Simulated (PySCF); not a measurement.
# BrCl (SMILES Cl[Br+]) (charge +1, doublet): what the fields show

```xyz
2

Cl    1.0405   -0.0149   -0.0076
Br   -1.0294    0.0198   -0.0491
```

Geometry: PBE0-D3(BJ)/ma-def2-SVP.

Computed with DFT single point, gas phase, functional PBE0 in PySCF 2.14.0, density-fitted response routines.

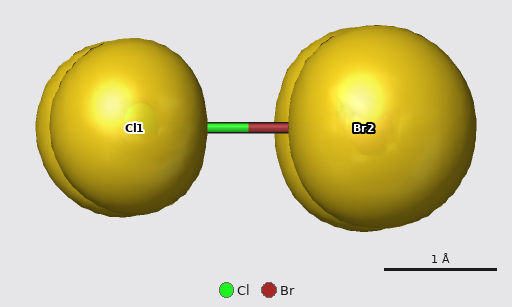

Figure 1. Isosurfaces of the spin density (α minus β) at +0.04 (yellow) and −0.04 e/Å³ (cyan), seen from one side.

Question: Which atoms carry the spin?

Answer: The unpaired spin (1 electron) lies mostly on Br2 (about 0.6) and Cl1 (about 0.4), in electrons by Hirshfeld's partition. Only one sign reaches the isovalue.

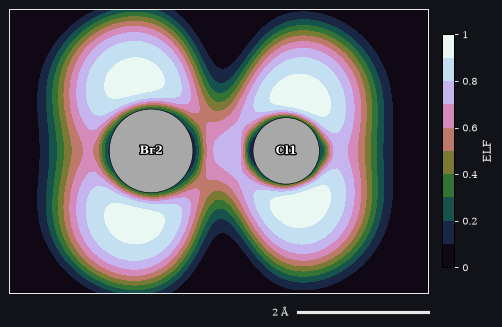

Figure 2. ELF on a plane that holds the molecular axis. Grey discs cover the atomic cores.

Question: What does the map show?

Answer:
- The section cuts through Cl and Br sites.
- Br–Cl (2.07 Å): the ELF peaks at about 0.80 between the atoms; localised, covalent bonding.
- The ELF also peaks beside Br2 and Cl1, away from the bonds: non-bonding electrons, paired or unpaired.

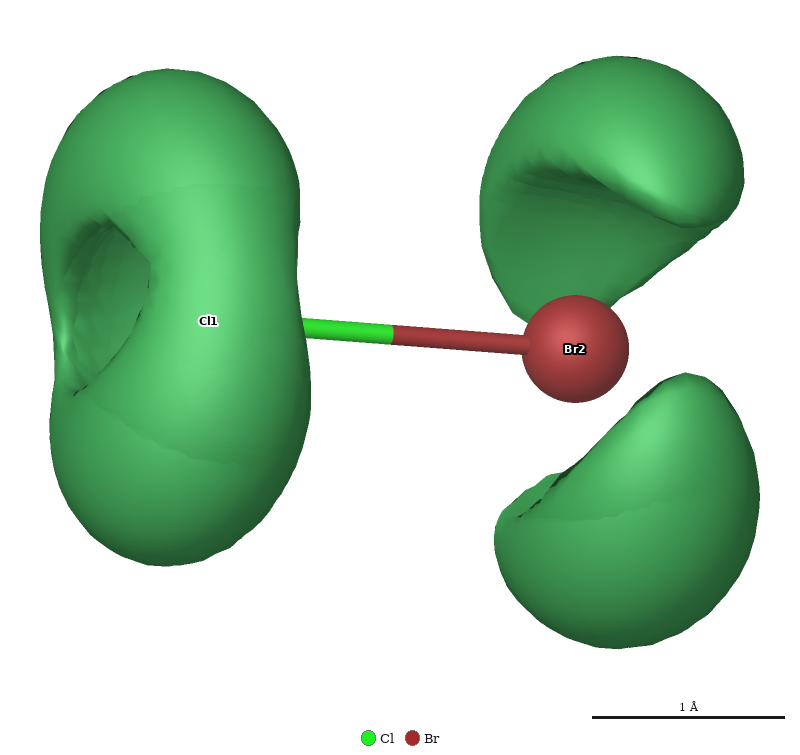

Figure 3. Isosurface of the ELF at 0.85 (green), seen from one side. Only the valence region is drawn (cores and ρ < 0.01 e/Å³ removed).

Question: Identify the bonds, lone pairs and shells in this picture.

Answer: The surface consists of one ring or bowl of non-bonding electrons around Cl and two lobes on Br, pointing away from the bonds (non-bonding electrons, which may merge into one lobe).
